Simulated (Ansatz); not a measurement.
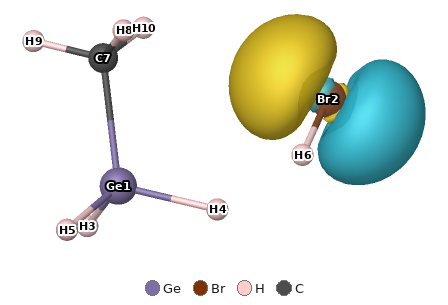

*CH6Ge···HBr. The HOMO−1 at ±0.2 Å⁻³ᐟ² (yellow and cyan are the two phases), seen at a tilt.*

Computed with RKS PBE0/def2-SVP in Ansatz.

```yaml
atoms:
  - { symbol: Ge, position_ang: [-0.9378, -0.5809, -0.0874] }
  - { symbol: Br, position_ang: [3.2493, -0.9387, 0.1530] }
  - { symbol: H, position_ang: [-0.6898, -1.2778, -1.4379] }
  - { symbol: H, position_ang: [-0.1486, -1.3564, 0.9966] }
  - { symbol: H, position_ang: [-2.4339, -0.6824, 0.2644] }
  - { symbol: H, position_ang: [1.9965, -1.3549, 0.6923] }
  - { symbol: C, position_ang: [-0.3457, 1.2759, -0.1371] }
  - { symbol: H, position_ang: [-0.5574, 1.7721, 0.8208] }
  - { symbol: H, position_ang: [-0.8686, 1.8194, -0.9370] }
  - { symbol: H, position_ang: [0.7360, 1.3236, -0.3277] }
```

Question: Describe this orbital and give its energy.

Answer: It lies mainly on Br2 (about 95 %); largely a lone pair of Br2. Its energy is −8.53 eV.
